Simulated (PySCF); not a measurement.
## C$_{3}$H$_{9}$FSi: one change and its effect

System: C$_{3}$H$_{9}$FSi, SMILES CC(C)(F)[SiH3].
Method of run 1: GIAO LDA/pcSseg-1 NMR shielding, non-relativistic, gas phase (PySCF 2.14.0).

The geometry comes from this level: PBE0-D3(BJ)/def2-SVP. Text and figures count atoms from 1; the logs count them from 0 in places.

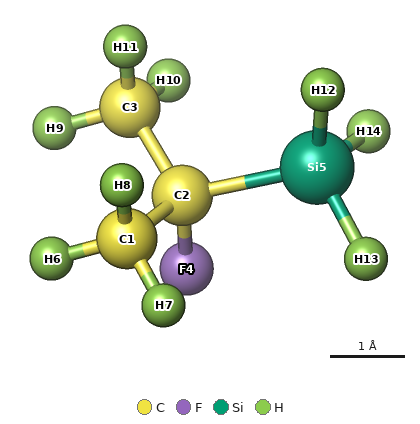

Fig. 1: The input geometry (ball-and-stick view, seen at a tilt; atoms are numbered from 1 in the order of the input). Bond lengths as drawn: C–C 1.52 Å, C–F 1.41 Å, C–H 1.10 Å, C–Si 1.92 Å and H–Si 1.49 to 1.50 Å.

**Input file, run 1**
```
{"job": {"kind": "nmr", "xc": "LDA", "basis": "pcSseg-1", "pop": false}, "charge": 0, "multiplicity": 1}
C     -0.775324    -1.149381    -0.033794
C      0.044026     0.102017    -0.280022
C     -0.509003     1.306171     0.456818
F     -0.026883     0.383599    -1.656090
Si     1.911148    -0.167402     0.067571
H     -1.825726    -0.970979    -0.316193
H     -0.398972    -1.992608    -0.631946
H     -0.747150    -1.436696     1.028377
H     -1.562048     1.468922     0.173475
H      0.056451     2.216347     0.207959
H     -0.463727     1.156432     1.546209
H      2.124847    -0.481616     1.515448
H      2.409243    -1.306145    -0.759303
H      2.662808     1.074854    -0.278766
```

The first line tells a small driver script what to run in PySCF; the rest is the geometry in Å.

Launched with:
```bash
OMP_NUM_THREADS=1 python <driver script> task.json out
```

Hardware: 1 CPU thread, shared host.

**Output (run 1)**
```
coarse grid: 11552 points
cycle   1  E = -505.9841589607  dE =  9.356e-02  |g| = 6.096e-01  |ddm| = 3.099e+00
cycle   2  E = -505.8533443891  dE =  1.308e-01  |g| = 1.014e+00  |ddm| = 1.422e+00
cycle   3  E = -506.0639268134  dE = -2.106e-01  |g| = 1.263e-01  |ddm| = 9.860e-01
cycle   4  E = -506.0662403415  dE = -2.314e-03  |g| = 5.128e-02  |ddm| = 1.307e-01
cycle   5  E = -506.0667434215  dE = -5.031e-04  |g| = 8.149e-03  |ddm| = 4.404e-02
cycle   6  E = -506.0667541999  dE = -1.078e-05  |g| = 5.388e-03  |ddm| = 1.292e-02
cycle   7  E = -506.0667607552  dE = -6.555e-06  |g| = 7.414e-04  |ddm| = 4.807e-03
final grid: 105504 points
cycle   8  E = -506.0991642428  dE = -3.211e-05  |g| = 4.829e-03  |ddm| = 1.813e-02
cycle   9  E = -506.0991521989  dE =  1.204e-05  |g| = 9.538e-03  |ddm| = 9.966e-03
cycle  10  E = -506.0991687651  dE = -1.657e-05  |g| = 8.750e-04  |ddm| = 6.917e-03
cycle  11  E = -506.0991688958  dE = -1.307e-07  |g| = 3.040e-04  |ddm| = 8.018e-04
cycle  12  E = -506.0991689139  dE = -1.811e-08  |g| = 3.034e-05  |ddm| = 2.013e-04
cycle  13  E = -506.0991689141  dE = -2.213e-10  |g| = 9.155e-06  |ddm| = 5.195e-05
converged SCF energy = -506.0991689141

GIAO shielding tensors (ppm)
atom      isotropic    diamagn.    paramagn.     s11        s22        s33       span
  0 C      151.149     249.806     -98.658    134.534    136.412    182.500     47.966
  1 C       83.510     244.252    -160.741     44.660     48.814    157.057    112.397
  2 C      151.122     249.725     -98.603    134.573    136.266    182.527     47.954
  3 F      341.723     475.812    -134.089    322.787    350.979    351.404     28.617
  4 Si     380.016     881.326    -501.310    323.878    369.240    446.929    123.051
  5 H       29.321      29.626      -0.305     26.040     27.487     34.436      8.396
  6 H       29.011      29.746      -0.735     25.038     27.561     34.435      9.397
  7 H       29.617      30.140      -0.523     26.437     27.425     34.988      8.551
  8 H       29.315      29.539      -0.224     26.029     27.479     34.437      8.408
  9 H       29.015      29.619      -0.604     25.041     27.572     34.433      9.392
 10 H       29.618      30.042      -0.423     26.442     27.430     34.983      8.541
 11 H       26.721      28.419      -1.698     23.744     24.965     31.453      7.709
 12 H       26.633      28.325      -1.692     23.529     25.071     31.299      7.770
 13 H       26.637      28.323      -1.686     23.534     25.083     31.293      7.759
```

For run 2 the input was changed thus:
```diff
-"xc": "LDA"
+"xc": "HF"
```

How does run 2 compare with run 1?

The total energies belong to different methods, so their difference says nothing on which is more stable or more accurate. The HOMO goes from −6.83 to −11.47 eV. The LUMO goes from −0.40 to 3.74 eV. The dipole moment goes from 1.73 to 2.03 D. Of all shieldings, the largest change is that of F4, by +74.9 ppm. The method changes from LDA to HF. Exact exchange removes part of the self-interaction error of semilocal functionals, which pushes filled and empty levels apart. The SCF takes 10 iterations against 13.

**Output (run 2)**
```
final grid: 105504 points
cycle   1  E = -507.0603233437  dE =  4.046e-01  |g| = 5.779e-01  |ddm| = 2.937e+00
cycle   2  E = -507.1333531696  dE = -7.303e-02  |g| = 3.472e-01  |ddm| = 6.089e-01
cycle   3  E = -507.1536055231  dE = -2.025e-02  |g| = 6.356e-02  |ddm| = 2.309e-01
cycle   4  E = -507.1550993738  dE = -1.494e-03  |g| = 1.109e-02  |ddm| = 9.462e-02
cycle   5  E = -507.1551446463  dE = -4.527e-05  |g| = 3.205e-03  |ddm| = 2.102e-02
cycle   6  E = -507.1551487135  dE = -4.067e-06  |g| = 9.335e-04  |ddm| = 6.183e-03
cycle   7  E = -507.1551491401  dE = -4.266e-07  |g| = 2.756e-04  |ddm| = 2.037e-03
cycle   8  E = -507.1551491836  dE = -4.347e-08  |g| = 6.859e-05  |ddm| = 6.079e-04
cycle   9  E = -507.1551491865  dE = -2.931e-09  |g| = 1.199e-05  |ddm| = 1.648e-04
cycle  10  E = -507.1551491866  dE = -1.080e-10  |g| = 2.935e-06  |ddm| = 4.211e-05
converged SCF energy = -507.1551491866

GIAO shielding tensors (ppm)
atom      isotropic    diamagn.    paramagn.     s11        s22        s33       span
  0 C      165.355     247.084     -81.730    151.304    155.728    189.032     37.728
  1 C      114.037     244.710    -130.672     79.262     82.857    179.993    100.731
  2 C      165.337     246.968     -81.631    151.334    155.624    189.054     37.720
  3 F      416.574     477.939     -61.365    389.711    414.393    445.616     55.905
  4 Si     441.747     875.782    -434.035    400.707    434.194    490.340     89.633
  5 H       30.049      29.967       0.082     26.163     28.093     35.892      9.729
  6 H       29.902      30.215      -0.313     25.571     28.067     36.068     10.496
  7 H       30.813      30.646       0.166     27.309     28.266     36.863      9.554
  8 H       30.043      29.863       0.181     26.154     28.084     35.892      9.738
  9 H       29.906      30.082      -0.176     25.575     28.075     36.068     10.492
 10 H       30.816      30.530       0.286     27.316     28.272     36.861      9.545
 11 H       28.184      29.023      -0.840     25.151     26.319     33.080      7.929
 12 H       27.885      28.964      -1.079     24.561     26.235     32.859      8.297
 13 H       27.889      28.962      -1.074     24.565     26.246     32.855      8.290
```

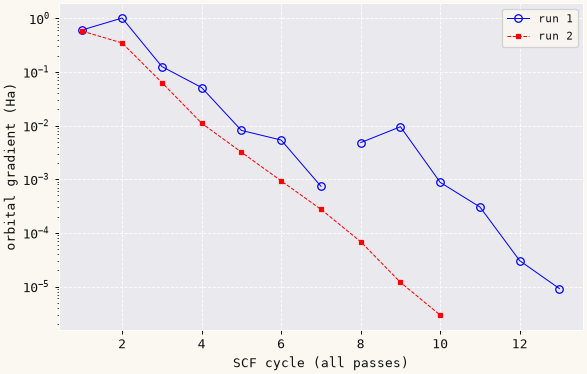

Fig. 2: Convergence of the two runs: orbital gradient against the SCF cycle. A break in a curve parts two SCF passes (coarse and final grid). Run 1 takes 13 cycles in all, and run 2 takes 10.

**The two runs side by side**

```csv
quantity,run 1,run 2
outcome,converged,converged
total energy (hartree),−506.099169,−507.155149
HOMO (eV),−6.83,−11.47
LUMO (eV),−0.40,3.74
dipole moment (D),1.73,2.03
shielding of C1 (ppm),151.1,165.4
shielding of C2 (ppm),83.5,114.0
shielding of C3 (ppm),151.1,165.3
shielding of F4 (ppm),341.7,416.6
shielding of Si5 (ppm),380.0,441.7
shielding of H12 (ppm),26.7,28.2
shielding of H14 (ppm),26.6,27.9
SCF iterations,13,10
basis functions,137,137
wall time (shared host),13 s,4.7 s
```
